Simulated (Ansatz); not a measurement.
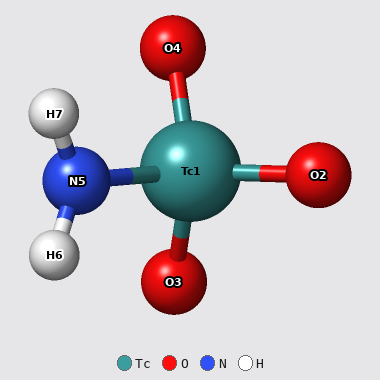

The system is TcO3(NH2); the picture shows the reference structure. The first coordinate is: bond length Tc1–O2; the second: bond length Tc1–O4. Nothing is relaxed (all other coordinates rigid). Grid: 9 × 9 points. Points are written as (first, second). Energies: kJ/mol, counted from the lowest grid point. Level of theory: RKS PBE0-D4/def2-TZVP in Ansatz.

Its coordinates:

```xyz
7

Tc    0.3509    0.6123    0.2279
O     0.3530    0.5985    1.8976
O     1.9197    0.5606   -0.3330
O    -0.4952    1.9408   -0.3179
N    -0.5272   -0.9176   -0.4616
H    -0.0678   -1.8145   -0.5135
H    -1.5335   -0.9800   -0.4996
```

Range: bond length Tc1–O2 from 1.469 to 2.087 Å; bond length Tc1–O4 from 1.467 to 2.084 Å.

Predict the map.

The lowest grid point is at (1.701 Å, 1.698 Å). The bottom of the well lies between grid points, at about (1.670 Å, 1.667 Å), about 5.3 kJ/mol lower on the interpolated surface. No other kind of well shows on this grid. The highest grid point, (2.087 Å, 2.084 Å), lies 479 kJ/mol above the lowest. Round the minimum the two coordinates are weakly coupled (coupling 0.06 in units of the two stiffnesses).

```tsv
bond length Tc1–O4 ↓, bond length Tc1–O2 →	1.469	1.547	1.624	1.701	1.778	1.856	1.933	2.010	2.087
2.084	356	264	229	232	261	306	360	419	479
2.007	301	207	171	174	202	246	300	359	419
1.929	247	152	115	116	144	188	241	299	359
1.852	200	103	65	65	91	135	187	245	305
1.775	164	65	25	24	49	92	144	201	260
1.698	147	45	3	0	24	65	116	173	231
1.621	157	52	8	3	25	65	115	170	228
1.544	209	101	53	46	66	104	152	207	263
1.467	321	209	157	147	164	200	247	300	355
```

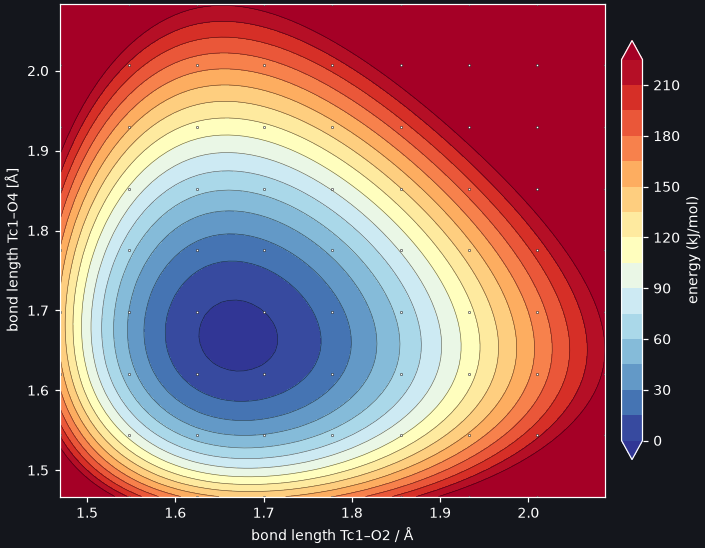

In the figure: filled contours, dots at the grid points, one colour for all values above the top of the scale. Between grid points the surface is interpolated.

Time for the 81 points that were run: 13 min on 1 thread of Arm Neoverse V1 (shared host).
